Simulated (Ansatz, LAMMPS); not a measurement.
**Glassy 62P2O5-33BaO-4SnO2 (mol %) (124 atoms) under strain**

Aim: relax glassy 62P2O5-33BaO-4SnO2 (mol %) (124 atoms), then change its volume to read the bulk modulus from the stress.

Program: Ansatz 0.2.0. Level of theory: Kohn-Sham DFT, PBE, PAW (set soft_2), plane waves. Results are calculated unless marked as measured.

## 1. The structure

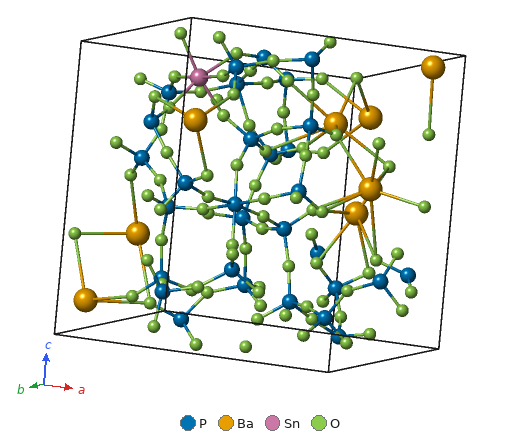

The starting structure, seen from a free direction (phosphorus blue, barium orange, tin pink, oxygen green). Bonds to atoms that aren't drawn are left out. Some periodic images of atoms are drawn too.

The cell holds 124 atoms: 30 P, 8 Ba, 1 Sn and 85 O. Cell: a = 12.323 Å, b = 12.323 Å, c = 12.323 Å, α = 90.0°, β = 90.0°, γ = 90.0°. 124 atoms (30 P, 8 Ba, 1 Sn, 85 O) placed at random at 3.14 g/cm³, melted at 4000 K for 10 ps at fixed volume with the Morse and Coulomb pair potential with partial charges (Pedone, Malavasi, Menziani, Cormack and Segre, J. Phys. Chem. B 110, 11780 (2006)). Quenched from 4000 K to 300 K at 50 K/ps and fixed volume, held 10 ps at zero pressure.

Limits known from the start: The quench rate of 50 K/ps far exceeds what a furnace or splat quench reaches, so expect more defects and frozen-in strain than in a real sample. The network of bonds at the start is that of the classical potential that made the cell, and needn't be the one that DFT or experiment would give. The Brillouin zone is sampled at Γ only. The levels lack spin–orbit coupling, which is large for the heavy elements here.

## 2. Single point at the start

A single point comes first, to see the forces before anything moves.

The input, input.yaml:

```yaml
crystal:
  lattice:
    - [12.32337, 0.0, 0.0]
    - [0.0, 12.32337, 0.0]
    - [0.0, 0.0, 12.32337]
  atoms:
    - { symbol: P, position: [0.52886, 0.71562, 0.44196] }
    - { symbol: P, position: [0.13182, 0.25624, 0.47382] }
    - { symbol: P, position: [0.03136, 0.36356, 0.67854] }
    - { symbol: P, position: [0.33284, 0.26784, 0.20536] }
    - { symbol: P, position: [0.23633, 0.75054, 0.83552] }
    - { symbol: P, position: [0.77557, 0.02121, 0.20218] }
    - { symbol: P, position: [0.42325, 0.4331, 0.67484] }
    - { symbol: P, position: [0.62228, 0.75189, 0.6747] }
    - { symbol: P, position: [0.50453, 0.15639, 0.48524] }
    - { symbol: P, position: [0.19869, 0.5697, 0.42686] }
    - { symbol: P, position: [0.91798, 0.98687, 0.39436] }
    - { symbol: P, position: [0.36175, 0.36816, 0.4395] }
    - { symbol: P, position: [0.24288, 0.16806, 0.87593] }
    - { symbol: P, position: [0.83948, 0.52347, 0.06324] }
    - { symbol: P, position: [0.22631, 0.63676, 0.19128] }
    - { symbol: P, position: [0.55275, 0.22665, 0.72072] }
    - { symbol: P, position: [0.48223, 0.0871, 0.92745] }
    - { symbol: P, position: [0.60664, 0.83723, 0.2337] }
    - { symbol: P, position: [0.15648, 0.74258, 0.60149] }
    - { symbol: P, position: [0.76281, 0.94978, 0.72301] }
    - { symbol: P, position: [0.7034, 0.87227, 0.94999] }
    - { symbol: P, position: [0.48316, 0.76223, 0.89698] }
    - { symbol: P, position: [0.61848, 0.4382, 0.14612] }
    - { symbol: P, position: [0.87832, 0.69164, 0.24647] }
    - { symbol: P, position: [0.98684, 0.31263, 0.27401] }
    - { symbol: P, position: [0.47672, 0.51758, 0.96695] }
    - { symbol: P, position: [0.14631, 0.41263, 0.11751] }
    - { symbol: P, position: [0.58919, 0.47846, 0.39415] }
    - { symbol: P, position: [0.6574, 0.20127, 0.077] }
    - { symbol: P, position: [0.41557, 0.90706, 0.09734] }
    - { symbol: Ba, position: [0.0716, 0.92375, 0.11947] }
    - { symbol: Ba, position: [0.73503, 0.46178, 0.7694] }
    [... 86 atom lines left out ...]
    - { symbol: O, position: [0.29959, 0.9101, 0.13798] }
    - { symbol: O, position: [0.63563, 0.74864, 0.15991] }
    - { symbol: O, position: [0.97865, 0.65388, 0.30858] }
    - { symbol: O, position: [0.49421, 0.88906, 0.19804] }
    - { symbol: O, position: [0.21138, 0.63229, 0.31932] }
    - { symbol: O, position: [0.80296, 0.80021, 0.9599] }
kpoints:
  mp_grid: { grid: [1, 1, 1] }
hamiltonian:
  xc: pbe
scf:
  occupations: { method: fermi_dirac, width: 0.05 }
output:
  forces: true
```

On the command line:

```bash
$ ansatz run input.yaml --threads 4 --pin off --max-ram 8192MiB --backend cpu --events-out ev --progress --plain --runs-dir out
```

Numbers of over 12 decimals in the logs are rounded to 6 here.

The log of the run:

```text
Engine: ansatz 0.2.0, x86_64-unknown-linux-gnu
Pseudopotentials: kind: paw
Pseudopotential: P, paw, valence charge 5, recommended cutoff 420 eV (normal), P.paw.azcp
Pseudopotential: Ba, paw, valence charge 10, recommended cutoff 420 eV (normal), Ba.paw.azcp
Pseudopotential: Sn, paw, valence charge 14, recommended cutoff 420 eV (normal), Sn.paw.azcp
Pseudopotential: O, paw, valence charge 6, recommended cutoff 420 eV (normal), O.paw.azcp
[... 5 lines on functional and potentials left out ...]
Crystal: 124 atoms, lattice volume = 1871.494 Å³
Basis set: ecut = 420 eV, 36449 PW (Γ), exchange–correlation on 180×180×180 points (8 copies of the dense FFT grid, shifted against one another)
Bands: 501, of which v1, the nominal top of the filled ones, is band 377 counted from 1 (376 counted from 0)
Symmetry: 1 space group operations
Space group: P1 (ITA 1), of the structure as read, at distance tolerance 1.2e-4 Å
k-points: 1
[... 9 lines on functional and potentials left out ...]
Initial density: superposition of atomic densities (neutral atoms: chi_scale 0, normalization atom), corrected by the library's trained network
Initial wavefunctions: pseudopotential atomic-orbital guess
Functional: x = pbe(κ = 0.804, μ = 0.219515), c = pbe(β = 0.066725)
SCF iter   1: F=—  HF=-124565.931072 eV  |F-HF|=—  |Δ(HF+E_count)|=         —  Δρ=6.16e-3  dr2=1.40e0  ethr=1.77e-3  ⟨swp⟩=8.0  Hψ=2841  notcnv=0  defer=107
preconditioner: auto → Resta (q_TF=auto, 2.345 Å⁻¹)  ε∞=3.2  [insulator: Δε(μ)=1.468 eV  Ē_g=15.638 eV  σ=0.050 eV  W_gap=1.00  n_scr=436 (ndim 8)  ℏωp=23.3 eV  f_vac=0.181  D(μ)=0.00/eV (n_scr^D=0)  ε∞_Penn≈3.2]
SCF iter   2: F=—  HF=-124565.588301 eV  |F-HF|=—  |Δ(HF+E_count)|=   3.43e-1  Δρ=3.18e-3  dr2=2.92e-1  ethr=1.86e-4  ⟨swp⟩=3.0  Hψ=896  notcnv=0  defer=116
SCF iter   3: F=—  HF=-124565.515808 eV  |F-HF|=—  |Δ(HF+E_count)|=   7.25e-2  Δρ=1.26e-3  dr2=6.33e-2  ethr=3.87e-5  ⟨swp⟩=3.0  Hψ=804  notcnv=0  defer=52
automatic band count: iteration 3 solves 437 bands in place of 501: the levels show a gap, and the empty bands left out lie too high to hold charge; the band table lists the bands solved (type scf.n_extra_bands for more)
SCF iter   4: F=—  HF=-124565.503659 eV  |F-HF|=—  |Δ(HF+E_count)|=   1.21e-2  Δρ=1.42e-3  dr2=6.37e-2  ethr=8.40e-6  ⟨swp⟩=3.0  Hψ=716  notcnv=0  defer=52
SCF iter   5: F=—  HF=-124565.518931 eV  |F-HF|=—  |Δ(HF+E_count)|=   1.53e-2  Δρ=1.80e-3  dr2=1.06e-1  ethr=8.40e-6  ⟨swp⟩=3.0  Hψ=866  notcnv=0  defer=52
SCF iter   6: F=—  HF=-124565.507363 eV  |F-HF|=—  |Δ(HF+E_count)|=   1.16e-2  Δρ=1.07e-3  dr2=5.12e-2  ethr=8.40e-6  ⟨swp⟩=3.0  Hψ=673  notcnv=0  defer=52
SCF iter   7: F=—  HF=-124565.501225 eV  |F-HF|=—  |Δ(HF+E_count)|=   6.14e-3  Δρ=7.07e-4  dr2=2.03e-2  ethr=6.80e-6  ⟨swp⟩=2.0  Hψ=407  notcnv=0  defer=52
SCF iter   8: F=—  HF=-124565.498966 eV  |F-HF|=—  |Δ(HF+E_count)|=   2.26e-3  Δρ=1.11e-4  dr2=4.26e-4  ethr=2.69e-6  ⟨swp⟩=2.0  Hψ=673  notcnv=0  defer=52
SCF iter   9: F=—  HF=-124565.498931 eV  |F-HF|=—  |Δ(HF+E_count)|=   3.50e-5  Δρ=3.45e-5  dr2=2.50e-5  ethr=5.64e-8  ⟨swp⟩=3.0  Hψ=800  notcnv=0  defer=52
SCF iter  10: F=—  HF=-124565.503147 eV  |F-HF|=—  |Δ(HF+E_count)|=   4.22e-3  Δρ=2.11e-5  dr2=1.71e-5  ethr=3.31e-9  ⟨swp⟩=3.0  Hψ=773  notcnv=0  defer=52
SCF iter  11: F=—  HF=-124565.503147 eV  |F-HF|=—  |Δ(HF+E_count)|=   2.41e-7  Δρ=1.02e-5  dr2=3.79e-6  ethr=2.27e-9  ⟨swp⟩=2.0  Hψ=666  notcnv=0  defer=52
SCF iter  12: F=—  HF=-124565.503147 eV  |F-HF|=—  |Δ(HF+E_count)|=   3.62e-7  Δρ=3.30e-6  dr2=2.92e-7  ethr=5.03e-10  ⟨swp⟩=3.0  Hψ=687  notcnv=0  defer=52
SCF iter  13: F=-124565.503147 eV  HF=-124565.503147 eV  |F-HF|=7.24e-8  |Δ(HF+E_count)|=   2.13e-8  Δρ=1.69e-6  dr2=9.41e-8  ethr=1.33e-11  ⟨swp⟩=6.0  Hψ=1654  notcnv=0
SCF 1 converged in 13 iterations: F = -124565.503147 eV  dr2 = 9.41e-8
  greatest PAW one-centre occupation: 0.996 electrons in one spin orbital (limit 2), on the Sn atom at site 38 (counted from 0), in its partial waves of l = 2
SCF converged after 13 iterations
Free energy (F): -124565.503147 eV
Harris-Foulkes:  -124565.503147 eV  (|F-HF|=7.24e-8)
Internal energy: -124565.470281 eV  (E = F + TS)
E sigma→0 (E₀):  -124565.486714 eV
Entropy (-TS):   -0.032865 eV (-0.265 meV/atom)
Fermi energy:    5.572187 eV
--- Per-component energies (eV) ---
  E_band       = -3930.149932
  E_kinetic    = 19018.820952
  E_local      = -57313.789614  (includes V_loc(G=0)·N_el)
  E_nonlocal   = 5422.918565
  E_hartree    = 22012.837701
  E_xc         = -9905.129955
  E_vxc        = -11087.895941  (∫ρ·V_xc dr)
  E_paw        = -76529.915011  (= ΣΔE_a)
  E_vpaw       = -3996.101106  (= ΣTr[D̂ρ^β])
  E_aug_tail   = 0.215236  (compensation charges beyond the density's cutoff)
  E_ewald      = -27271.428155
  E_smearing   = -0.032865  (= −TS)
  E_closure    = 0.000000  (closes the sum)
  Σ components = -124565.503147   (vs F -124565.503147, Δ=0.00e0)
--- Forces (eV/Å), atoms counted from 1 ---
  atom   1  P     -3.29371615     1.85923454    -1.43006129
  atom   2  P      2.70483410     0.24791876    -1.25824989
  atom   3  P     -2.33496825    -1.36229873     3.64256878
  atom   4  P      0.81714442    -3.31861864     0.23222933
  atom   5  P      1.01875153    -3.56546377    -1.09733061
  atom   6  P      1.37937466    -1.25780793    -2.99626754
  atom   7  P      2.38627313     3.47114052     0.70921595
  atom   8  P      2.03953450     0.24654393     2.02821568
  atom   9  P     -0.65845485     0.08918139    -3.20904023
  atom  10  P     -3.02801288    -3.80184551     0.09944680
  atom  11  P     -0.90982394    -2.01490064     3.39407415
  atom  12  P     -1.10456470    -1.50729119    -0.94007530
  atom  13  P     -0.34393208     0.80905758     0.27310927
  atom  14  P      5.00310880    -2.29000980     0.25253576
[...]
atom 123  O     -0.63915826     1.42551229     1.11089417
  atom 124  O      0.11520228    -0.30469719    -0.39697294
  max |Σ_I F_I| component: 1.78e-4 eV/Å
```

Run time: 31 s. Hardware: 4 threads of Intel Xeon Platinum 8259CL at 2.50GHz (Skylake/Cascade Lake), shared host; peak memory 2.9 GiB; 1.7 min of CPU time.

In the SCF lines HF is the Harris–Foulkes energy and dr2 the Hartree energy of the density residual, in eV; the loop may stop once dr2 is under the threshold and the program's other checks hold. Hψ counts applications of the Hamiltonian.

The r.m.s. force at the start is 1.5 eV/Å.

(Part 1 of 3 ends here.)

[Logs are printed without paths, hosts, clocks, repeated set-up lines and the standing remarks that a program may print on its own settings, such as how far it seeks lower states.]

[Hosts, paths, dates, database ids (printed as entryN), source tags and the programs' standing remarks are cut or masked in the printed files.]
